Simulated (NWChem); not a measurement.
**One shape, several levels: CH4MgO (SMILES C[O][MgH])**

Aim: a comparison of 3 runs (HF/STO-3G, HF/3-21G, B3LYP/6-31G*) of CH4MgO. 

Program for the calculation: NWChem 7.3.0.

## (1) Starting point

The species is CH4MgO (7 atoms), meant as a singlet with charge 0. As SMILES, `C[O][MgH]`. The shape is that of a PBE0-D4/def2-TZVP optimisation.

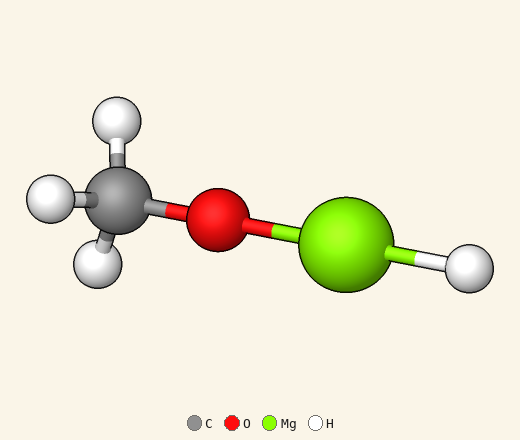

The structure, seen from a chosen angle (carbon grey, oxygen red, magnesium green, hydrogen white).

## (2) Energy and forces at HF/STO-3G (run 1)

The input, run.nw:

```
start run
title "CH4MgO"
memory total 2200 mb
charge 0

geometry noautosym nocenter noautoz
C     -0.635000     0.951300    -0.089400
O      0.128300    -0.189100     0.009300
Mg     1.107300    -1.649800     0.135000
H     -0.913300     1.167900    -1.131200
H     -0.101600     1.834300     0.291900
H     -1.570400     0.867800     0.483200
H      2.046100    -3.050400     0.255500
end

basis spherical bse
* library STO-3G
end

scf
singlet
rhf
thresh 1e-08
maxiter 80
print low
end

task scf gradient
```

The run is started by

```sh
$ nwchem run.nw > run.out
```

What it wrote:

```text
[...]
  functions       =    23
[...]
  wavefunction    = RHF
[...]
         Total SCF energy =   -310.663559740497
      One-electron energy =   -606.517547895238
      Two-electron energy =    209.603427593437
 Nuclear repulsion energy =     86.250560561304
        Time for solution =      0.7s
[...]
                         RHF ENERGY GRADIENTS
    atom               coordinates                        gradient
                 x          y          z           x          y          z
   1 C      -1.199976   1.797696  -0.168942   -0.010194   0.015328  -0.001318
   2 O       0.242452  -0.357347   0.017574   -0.037341   0.055789  -0.004826
   3 Mg      2.092494  -3.117670   0.255113    0.004446  -0.006672   0.000588
   4 H      -1.725887   2.207011  -2.137658    0.003881  -0.005661   0.001293
   5 H      -0.191996   3.466324   0.551611    0.003234  -0.006220   0.000168
   6 H      -2.967626   1.639904   0.913116    0.004366  -0.005414   0.000041
   7 H       3.866568  -5.764420   0.482825    0.031607  -0.047150   0.004055
 Task  times  cpu:        1.1s     wall:        1.1s
 Total times  cpu:        1.1s     wall:        1.1s
```

Run time: 1.7 s. Hardware: 1 thread of Intel Xeon Platinum 8488C (Sapphire Rapids), shared host; peak memory 0.098 GiB.

## (3) Energy and gradient at HF/3-21G (run 2)

The input, test.nw:

```
start test
title "CH4MgO"
memory total 2200 mb
geometry units atomic noautosym nocenter noautoz
  C  -1.19997609  1.79769646 -0.16894152
  O   0.24245186 -0.35734721  0.01757445
  Mg  2.09249374 -3.11767016  0.25511303
  H  -1.72588687  2.20701114 -2.13765819
  H  -0.19199617  3.46632463  0.55161106
  H  -2.96762591  1.63990433  0.91311566
  H   3.86656862 -5.76442057  0.48282502
end
basis spherical bse
  C library 3-21G
  O library 3-21G
  Mg library 3-21G
  H library 3-21G
end
scf
  thresh 1e-08
  maxiter 80
end
task scf gradient
```

The run is started by

```sh
$ nwchem test.nw > test.out
```

What it wrote:

```text
[...]
  functions       =    39
[...]
  wavefunction    = RHF
[...]
         Total SCF energy =   -312.903157274893
      One-electron energy =   -607.009848056481
      Two-electron energy =    207.856136432539
 Nuclear repulsion energy =     86.250554349048
        Time for solution =      0.9s
[...]
                         RHF ENERGY GRADIENTS
    atom               coordinates                        gradient
                 x          y          z           x          y          z
   1 C      -1.199976   1.797696  -0.168942    0.009302  -0.013790   0.001184
   2 O       0.242452  -0.357347   0.017574   -0.016938   0.025280  -0.002176
   3 Mg      2.092494  -3.117670   0.255113    0.011072  -0.016516   0.001420
   4 H      -1.725887   2.207011  -2.137658   -0.000418  -0.000599  -0.006164
   5 H      -0.191996   3.466325   0.551611    0.004507   0.003425   0.002477
   6 H      -2.967626   1.639904   0.913116   -0.004431  -0.002419   0.003657
   7 H       3.866569  -5.764421   0.482825   -0.003095   0.004618  -0.000398
[...]
```

Run time: 2 s. Hardware: 1 thread of Intel Xeon Platinum 8488C (Sapphire Rapids), shared host; peak memory 0.099 GiB.

## (4) Energy and forces at B3LYP/6-31G(d) (Cartesian functions) (run 3)

The input, ch4mgo.nw:

```
start ch4mgo
title "CH4MgO B3LYP"
memory total 2200 mb

geometry noautosym nocenter noautoz
 C    -0.635000    0.951300   -0.089400
 O     0.128300   -0.189100    0.009300
 Mg    1.107300   -1.649800    0.135000
 H    -0.913300    1.167900   -1.131200
 H    -0.101600    1.834300    0.291900
 H    -1.570400    0.867800    0.483200
 H     2.046100   -3.050400    0.255500
end

basis "ao basis" cartesian
 * library 6-31G*
end

dft
 xc b3lyp
 grid xfine
 convergence energy 1e-08
 maxiter 100
 mulliken
 noprint "final vectors analysis"
end

task dft gradient
```

The run is started by

```sh
$ nwchem ch4mgo.nw > ch4mgo.out
```

What it wrote:

```text
[...]
          Wavefunction type:  closed shell.
          No. of atoms     :     7
          No. of electrons :    30
[...]
          Charge           :     0
          Spin multiplicity:     1
[...]
          AO basis - number of functions:    57
[...]
              XC Information
              --------------
                         B3LYP Method XC Potential
                     Hartree-Fock (Exact) Exchange  0.200
                        Slater Exchange Functional  0.800 local
                    Becke 1988 Exchange Functional  0.720 non-local
              Lee-Yang-Parr Correlation Functional  0.810
                  VWN I RPA Correlation Functional  0.190 local
[...]
 d= 0,ls=0.0,diis     1   -315.7401294493 -4.02D+02  2.72D-02  7.42D-01     2.0
[...]
 d= 0,ls=0.0,diis    10   -315.8292111838 -1.02D-10  1.33D-07  1.66D-10    16.9
         Total DFT energy =     -315.829211183812
      One electron energy =     -608.844909832083
           Coulomb energy =      238.849430633584
    Exchange-Corr. energy =      -32.084292546618
 Nuclear repulsion energy =       86.250560561304
[...]
      Total Density - Mulliken Population Analysis
     ---------------------------------------------
    Atom       Charge   Shell Charges
 -----------   ------   -------------------------------------------------------
    1 C    6     6.16   1.99  0.69  2.07  0.55  0.80  0.06
    2 O    8     8.71   1.99  0.87  2.94  1.01  1.90 -0.00
    3 Mg  12    11.42   2.00  1.99  5.96  0.58  0.48  0.20  0.14  0.07
    4 H    1     0.88   0.54  0.35
    5 H    1     0.88   0.54  0.35
    6 H    1     0.88   0.54  0.35
    7 H    1     1.06   0.46  0.60
[...]
  wavefunction    = closed shell
[...]
```

It took 23 s on 1 thread of Intel Xeon Platinum 8488C (Sapphire Rapids), shared host; peak memory 0.13 GiB.

## (5) The series

```
run                               level  Cartesian functions  iteration cap  energy (Eh)  largest force (eV/Å)  wall time
  1                           HF/STO-3G                   no             80  -310.663560                 3.461      1.7 s
  2                            HF/3-21G                   no             80  -312.903157                 1.569        2 s
  3  B3LYP/6-31G* (Cartesian functions)                  yes            100  -315.829211                 0.213       23 s
```

## (6) Results

| quantity | value |
| --- | --- |
| run 3: total energy | -315.82921 Eh |
| run 3: dipole moment | 0.46 D |
| run 3: largest force on an atom | 0.213 eV/Å |

In run 1 the basis is minimal, so the values are rough. All runs together took 27 s, the longest 23 s.
